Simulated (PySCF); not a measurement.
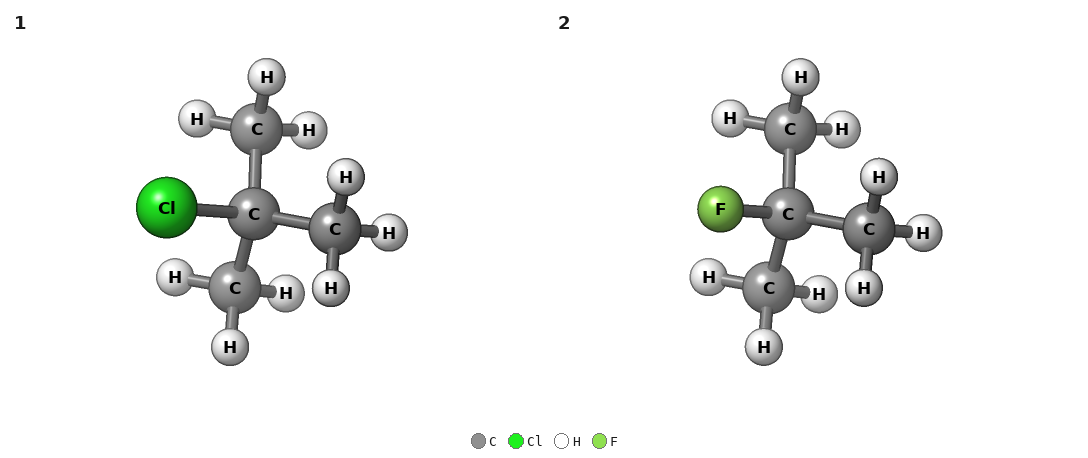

2 molecules with one skeleton, seen from the same side and at one scale. Charge 0, singlet. Computed geometries: GFN2-xTB optimisations, one conformation each. Properties computed with PySCF 2.14.0.

One atom differs, called X below: Cl in panel 1, F in panel 2. Their formulas are C4H9Cl (`CC(C)(C)Cl`), C4H9F (`CC(C)(C)F`).

### In which is the GIAO shielding of the C bonded to X larger (PBE0/pcSseg-1)?

In panel 1 (X = Cl).

### In which is the dipole moment larger (PBE0/pcSseg-1)?

In panel 1 (X = Cl).

Give the values. With GFN2-xTB: length of X–C (Å), mean angle C–C–X (°). With PBE0/pcSseg-1: dipole moment (D), HOMO energy (Kohn–Sham orbital) (eV), HOMO–LUMO gap (eV), Hirshfeld charge of X (e), GIAO shielding of the C bonded to X (ppm).

```json
{"quantity": "length of X–C (Å)", "1 (Cl)": "1.812", "2 (F)": "1.400", "2 − 1": "−0.412"}
{"quantity": "mean angle C–C–X (°)", "1 (Cl)": "107.4", "2 (F)": "107.1", "2 − 1": "−0.3"}
{"quantity": "dipole moment (D)", "1 (Cl)": "2.27", "2 (F)": "1.90", "2 − 1": "−0.37"}
{"quantity": "HOMO energy (Kohn–Sham orbital) (eV)", "1 (Cl)": "−8.24", "2 (F)": "−9.06", "2 − 1": "−0.82"}
{"quantity": "HOMO–LUMO gap (eV)", "1 (Cl)": "9.16", "2 (F)": "10.42", "2 − 1": "+1.26"}
{"quantity": "Hirshfeld charge of X (e)", "1 (Cl)": "−0.08", "2 (F)": "−0.12", "2 − 1": "−0.04"}
{"quantity": "GIAO shielding of the C bonded to X (ppm)", "1 (Cl)": "117.5", "2 (F)": "92.8", "2 − 1": "−24.7"}
```
